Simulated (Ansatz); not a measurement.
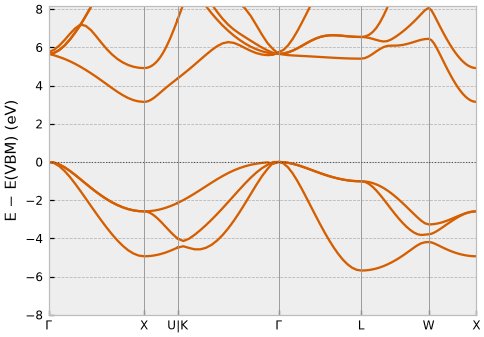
Fig. 1. Band structure from the program Ansatz at the PBE level (PAW)

Problem. Read off the gap and where the band edges lie.

Solution. About 3.1 eV (3.15 eV by a search for the band edges); maximum at Γ, minimum at X.

The material is BeS (zinc blende, F-43m).

The cell was relaxed with PBE under the symmetry of its start; phonons on a q-mesh show no instability.

Potentials: the later of the program's two PAW sets.
